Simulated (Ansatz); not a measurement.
The reference is PbTe in the rock salt structure (space group Fm-3m, No. 225; a = 6.5343 Å). Axes: x, y, z lie along the cube axes.

Perturbation: the cell is stretched by 1.00 % along z with no lateral relaxation; the atoms relax in the strained cell.

Level of theory: r2SCAN (Ansatz, an electronic-structure program; PAW; 500 eV plane waves; scalar-relativistic without spin-orbit coupling).

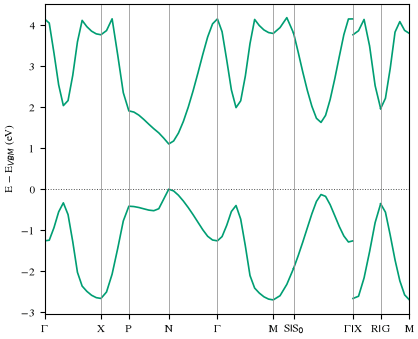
Figure: Highest valence and lowest conduction band along the path of the changed cell's own zone

**Question.** From the figure, how large is the changed gap, and is it direct?

**Answer.** About 1.1 eV, direct at N.

Spin-orbit coupling, missing from the scalar runs, can matter with Pb and Te. Whether these cells are dynamically stable was not tested. k-point labels follow each cell's own Brillouin zone.
